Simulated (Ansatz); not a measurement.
## Energy landscape of Pb

6 relaxations of Pb ended in 4 distinct structures. Computed with PBEsol (plane waves to 420 eV, PAW, scalar-relativistic; Ansatz, an electronic-structure program).

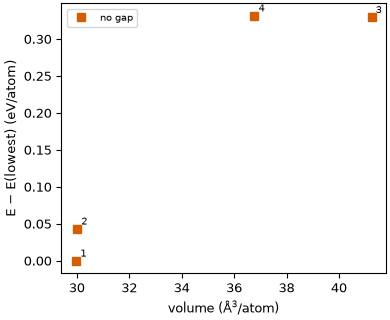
Figure. Energy against volume of the distinct structures, numbered as in the table

```csv
#,space group,Pearson,type,E − E(lowest) (eV/atom),V (Å³/atom),coordination,runs ending here
1,Fm-3m,cF4,fcc (Cu type),0.00,29.98,Pb 12 (cuboctahedral),2
2,Im-3m,cI2,bcc (W type),0.04,30.01,Pb 8 (cubic)+6,2
3,Fd-3m,cF8,diamond type,0.33,41.24,Pb 4 (tetrahedral),1
4,Ia-3,cI16,–,0.33,36.78,–,1
```

Coordination numbers (neighbours up to the widest gap in distance over summed covalent radii, below 1.35; n+m marks a second, longer set). All are gapless at this level. Fm-3m, cF4, fcc (Cu type) is the lowest of the structures calculated here.

Space group Fm-3m (No. 225); a = b = c = 4.9311 Å, α = β = γ = 90.00°

```csv
atom,site,symmetry,x,y,z
Pb,4a,m-3m,0.0000,0.0000,0.0000
```
(The calculation used a cell of 1 atom; values per cell refer to that cell.)

Each run could gain symmetry but not lose that of its start, so entries can be saddle points. From databases, or of a type measured for this composition: Fm-3m, cF4, fcc (Cu type); Im-3m, cI2, bcc (W type); the others are generated cells (placed on structure types, drawn at random, substituted or restacked) that were not matched to a known phase here. Energies are at zero temperature and pressure, without zero-point motion. Each cell has its own k-point mesh; energy differences are given only to the digits this allows. No spin polarisation in the result.
